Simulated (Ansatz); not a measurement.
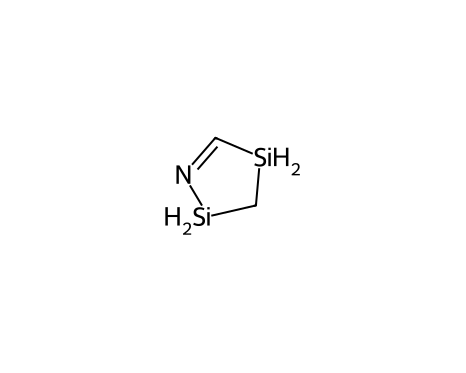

The computed structure is the end point of a PBE0-D4/def2-TZVP optimisation. No frequency run is at hand to confirm it as a minimum. Level of theory: RKS r2SCAN-D4/def2-TZVPP (Ansatz 0.2.0).

What does the calculation give?

The species is C₂H₇NSi₂ (`C1=N[SiH2]C[SiH2]1`).
- dipole moment: 1.80 D
- HOMO energy (Kohn–Sham orbital): −5.68 eV
- LUMO energy (Kohn–Sham orbital): −2.08 eV
- HOMO–LUMO gap: 3.60 eV
- dispersion correction: −7.5 kJ/mol
